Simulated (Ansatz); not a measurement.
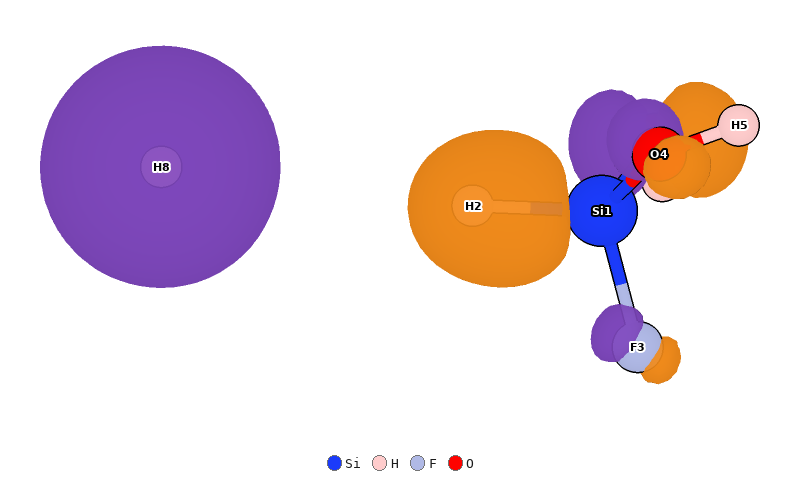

FH₃O₂Si···H (doublet). The HOMO (α) at ±0.1 Å⁻³ᐟ² (orange and purple are the two phases), seen from one side.

All numbers below come from UHF/6-31G* in Ansatz 0.2.0.

```xyz
8

Si   -0.2430   -0.0107   -0.0920
H     0.0434    0.1485    1.3262
F     1.1415   -0.2647   -0.8297
O    -0.9604    1.3385   -0.6267
H    -1.4817    1.2946   -1.4167
O    -1.2012   -1.2818   -0.4409
H    -0.8098   -2.1320   -0.5827
H     0.4330    0.2111    4.8254
```

Describe this orbital and give its energy.

Answer. It lies mainly on H8 (about 75 %), O6 (about 10 %), H2 (about 5 %) and Si1 (about 5 %). Its energy is −13.49 eV.
